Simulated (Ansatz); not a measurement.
The relaxed structure here is a generated cell of ScF3: the first start was made by placing the elements on the sites of a structure type, and the end was not matched to a known phase here, so it may be hypothetical.

One stationary structure of ScF3. Space group Im-3m (No. 229), AFLOW prototype A3B_cI8_229_b_a (as in H3S). All values below come from PBEsol (plane waves to 420 eV, PAW, scalar-relativistic; Ansatz, an electronic-structure program).

Space group Im-3m (No. 229); a = 4.4073 Å, b = 4.4073 Å, c = 4.4073 Å, α = 90.00°, β = 90.00°, γ = 90.00°

```
atom  site  symmetry       x       y       z
----  ----  --------  ------  ------  ------
F       6b    4/mm.m  0.0000  0.0000  0.5000
Sc      2a      m-3m  0.0000  0.0000  0.0000
```
(The calculation used a cell of 4 atoms; values per cell refer to that cell.)

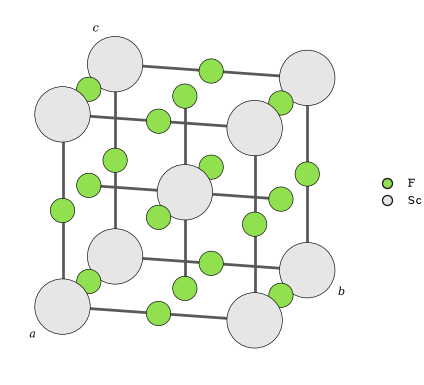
Figure: The conventional cell of the relaxed structure

| Property | Result |
|---|---|
| Volume per atom | 10.70 Å³ |
| Band gap | 1.94 eV, direct within 0.03 eV (at Γ) (no spin-orbit coupling) |
| Smallest direct gap | 1.96 eV at Γ |
| Shortest distances | F–Sc 2.20 Å; F–F 2.20 Å |
| k-mesh | 11×11×11 |

No spin polarisation in the result.

The run could not lower the symmetry of its start; a shaken copy of this end point relaxes with PBEsol to Cmcm (No. 63), 824 meV/atom lower.
